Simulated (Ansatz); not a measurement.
**Two runs on Al₃**

System: Al₃, charge −1, multiplicity 3.
Method of run 1: UKS r2SCAN-D4/def2-TZVPD (Ansatz 0.2.0).

The geometry: r2SCAN-D4/def2-TZVPD start. Text and figures count atoms from 1; the logs count them from 0 in places.

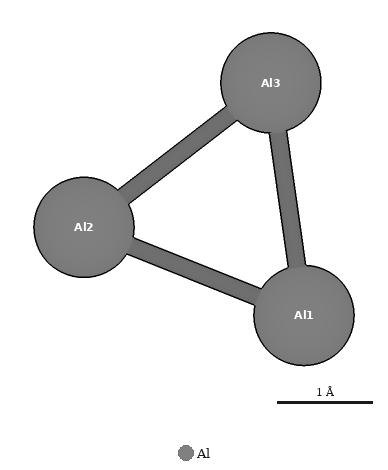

The structure as given in the input (ball-and-stick view, seen at a tilt; atoms are numbered from 1 in the order of the input). Sticks mark near contacts. Bond lengths as drawn: Al–Al 2.49 to 2.50 Å.

## Input, run 1
```yaml
crystal:
  periodic: [false, false, false]
  atoms:
    - {symbol: Al, position_ang: [-0.059248, -0.027632, 0.036290]}
    - {symbol: Al, position_ang: [1.704852, -1.303219, -1.186340]}
    - {symbol: Al, position_ang: [1.806897, 1.188251, -1.083351]}
basis:
  gaussian: {orbitals: def2-TZVPD}
total_charge: -1
magnetization: {spin_polarized: true, initial_magnetization: 2}
hamiltonian: {xc: r2scan, dispersion: d4}
scf: {lower_state_search: "off"}
output: {orbitals: {seedname: orbitals}}
relax: {f_tol: 0.02, max_steps: 100}
```

Launched with:
```bash
ansatz run in.yaml --threads 4 --pin off --events-out ev --progress --plain --max-ram 3916MiB
```

Hardware: 4 threads of Arm Neoverse V2, 23 GiB of memory available, shared host.

## Output, shortened to warnings, some set-up lines, iterations and results (run 1)
```
[...]
mean field evaluation 1: about -19787.8429 eV, gradient 5.5e0 eV
mean field evaluation 2: about -19787.7320 eV, gradient 6.6e0 eV
mean field evaluation 4: about -19788.1574 eV, gradient 7.2e-1 eV
mean field evaluation 8: about -19788.1636 eV, gradient 2.8e-1 eV
mean field evaluation 16: about -19788.1626 eV, gradient 1.8e-2 eV
mean field evaluation 32: about -19788.1639 eV, gradient 1.2e-5 eV
relax step   1: F+E_penalty+E_count = -19788.18444380 eV  Δ(F+E_penalty+E_count) = +0.000e0 eV  max|allowed force component| = 4.603e-1 eV/Å  Δτ_max = 0.0000 Å  (76 SCF …
relax step   2: F+E_penalty+E_count = -19788.22688047 eV  Δ(F+E_penalty+E_count) = -4.244e-2 eV  max|allowed force component| = 1.429e-1 eV/Å  Δτ_max = 0.0531 Å  (38 SCF …
relax step   3: F+E_penalty+E_count = -19788.23313383 eV  Δ(F+E_penalty+E_count) = -6.253e-3 eV  max|allowed force component| = 1.264e-2 eV/Å  Δτ_max = 0.0316 Å  (40 SCF …
mean field evaluation 64: about -19788.2125 eV, gradient 2.2e-6 eV
relax step   4: F+E_penalty+E_count = -19788.23317513 eV  Δ(F+E_penalty+E_count) = -4.130e-5 eV  max|allowed force component| = 2.465e-3 eV/Å  Δτ_max = 0.0025 Å  (30 SCF …
Total energy: -19788.23319790 eV, -727.2041570764 hartree
Atom 0 at    -0.110727     0.027878     0.073206 Å, force     0.000060    -0.001557    -0.000144 eV/Å
Atom 1 at     1.770162    -1.331111    -1.230295 Å, force    -0.001194     0.002465     0.000936 eV/Å
Atom 2 at     1.793066     1.160633    -1.076313 Å, force     0.001134    -0.000908    -0.000792 eV/Å
Dipole moment:     0.043584     0.082161    -0.022508 e Å
Checks for a lower state left out: stability, starts, cluster_reference, orbital_swaps, neighbouring_geometries, increment
```

The input of run 2 differs as follows (lines with − go, lines with + come):
```diff
-magnetization: {spin_polarized: true, initial_magnetization: 2}
+magnetization: {spin_polarized: true, initial_magnetization: 4}
```

Predict how the results change.

With the same method and basis, run 2 lies 6.7 kcal/mol higher. The LUMO goes from 1.01 to 0.81 eV. On the same kind of shared host run 2 took about 0.52 times as long.

## Output (run 2)
```
Functional definition: r2SCAN
  parameter k0 = 0.174
  parameter k1 = 0.065
  parameter a1 = 4.9479
  exchange = r2scan_x(k0 = k0, k1 = k1, a1 = a1)
  correlation = r2scan_c
these checks for a lower state are left out or cut short: stability, starts, cluster_reference, orbital_swaps, neighbouring_geometries, increment
792 factors; their error is unknown
mean field evaluation 1: about -19787.5924 eV, gradient 3.4e0 eV
mean field evaluation 2: about -19787.6541 eV, gradient 2.2e0 eV
mean field evaluation 4: about -19787.7052 eV, gradient 2.9e-1 eV
mean field evaluation 8: about -19787.7039 eV, gradient 4.2e-2 eV
mean field evaluation 16: about -19787.7039 eV, gradient 1.9e-5 eV
mean field -19787.70392442 eV, -727.1847066350 hartree, gradient 4.4e-6 eV, S^2 6.005065; 0 other end points of the search recorded, 0 dependent functions left out
the calculation of the forces begins
reference -19787.70394883 eV, -727.1847075320 hartree; 22, 18 occupied and 107, 111 virtual orbitals, 792 factors
relax step   1: F+E_penalty+E_count = -19787.72444038 eV  Δ(F+E_penalty+E_count) = +0.000e0 eV  max|allowed force component| = 1.271e0 eV/Å  Δτ_max = 0.0000 Å  (16 SCF iters, accepted)
these checks for a lower state are left out or cut short: stability, starts, cluster_reference, orbital_swaps, neighbouring_geometries, increment
792 factors; their error is unknown
mean field -19787.90846153 eV, -727.1922232351 hartree, gradient 1.0e-6 eV, S^2 6.005721; 0 other end points of the search recorded, 0 dependent functions left out
the calculation of the forces begins
reference -19787.90848551 eV, -727.1922241162 hartree; 22, 18 occupied and 107, 111 virtual orbitals, 792 factors
relax step   2: F+E_penalty+E_count = -19787.92933394 eV  Δ(F+E_penalty+E_count) = -2.049e-1 eV  max|allowed force component| = 2.687e-1 eV/Å  Δτ_max = 0.0813 Å  (28 SCF iters, accepted)
these checks for a lower state are left out or cut short: stability, starts, cluster_reference, orbital_swaps, neighbouring_geometries, increment
792 factors; their error is unknown
mean field evaluation 32: about -19787.9223 eV, gradient 6.6e-2 eV
mean field -19787.92228660 eV, -727.1927312972 hartree, gradient 1.2e-6 eV, S^2 6.006029; 0 other end points of the search recorded, 0 dependent functions left out
the calculation of the forces begins
reference -19787.92231042 eV, -727.1927321723 hartree; 22, 18 occupied and 107, 111 virtual orbitals, 792 factors
relax step   3: F+E_penalty+E_count = -19787.94330755 eV  Δ(F+E_penalty+E_count) = -1.397e-2 eV  max|allowed force component| = 1.424e-3 eV/Å  Δτ_max = 0.0316 Å  (25 SCF iters, accepted)
Total energy: -19787.94333137 eV, -727.1935046780 hartree
Atom 0 at    -0.153520    -0.027640     0.097010 Å, force     0.001063     0.000882    -0.000625 eV/Å
Atom 1 at     1.746905    -1.399599    -1.219953 Å, force     0.000164     0.000542    -0.000069 eV/Å
Atom 2 at     1.859116     1.284639    -1.110458 Å, force    -0.001227    -0.001424     0.000694 eV/Å
Dipole moment:    -0.000016    -0.000014     0.000010 e Å
Checks for a lower state left out: stability, starts, cluster_reference, orbital_swaps, neighbouring_geometries, increment
```

## The two runs side by side

| quantity | run 1 | run 2 |
| --- | --- | --- |
| outcome | converged | converged |
| total energy (hartree) | −727.204157 | −727.193505 |
| HOMO (eV) | 0.43 | 0.44 |
| LUMO (eV) | 1.01 | 0.81 |
| ⟨S²⟩ | 2.035 | 6.006 |
| largest force (eV/Å) | 0.003 | 0.002 |
| basis functions | 129 | 129 |
| wall time (shared host) | 14 s | 7 s |

For both runs: The highest filled orbital lies above zero: either the extra electron isn't bound at this level, or the self-interaction error of the functional lifts the level.
